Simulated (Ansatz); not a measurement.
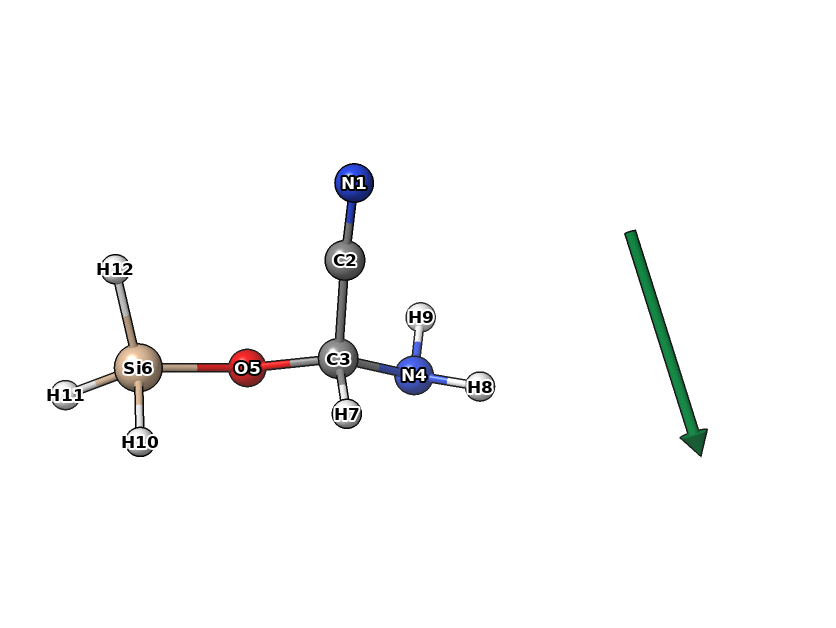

The arrow beside the molecule shows the direction of the dipole moment, from the negative to the positive end (its length means nothing). The computed structure is the end point of a PBE-D4/def2-SVP optimisation. No frequency run is at hand to confirm it as a minimum. Level of theory: RKS PBE-D4/def2-SVP (Ansatz 0.2.0).

**Estimate the dipole moment.**

2.12 D; it points from the side of N1 to the side of H8 (the outermost atoms at the two ends).
